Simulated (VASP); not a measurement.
Band structure of SrIn4 (space group I4/mmm). Level of theory: PBEsol GGA, VASP's PBE PAW potentials (set 64) (plane waves; VASP).

Unless said otherwise, spin-orbit coupling is left out, though it shifts the bands of the heavy elements here.

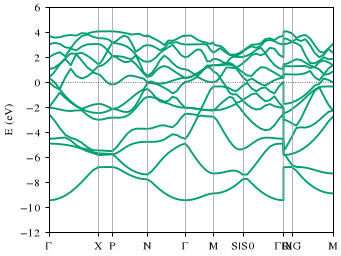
Fig. 1. Bands along high-symmetry lines, zero at the valence-band maximum or, without a gap, the Fermi level

### Question
Read the plot: is there a gap, and where are the band edges?

### Answer
It has no gap at this level: it comes out as a metal or semimetal. (Edges off the drawn lines would not show.)

The structure comes from a computed database's SrIn4 entry (I4/mmm); how it stands against other phases isn't given here. It was relaxed first.
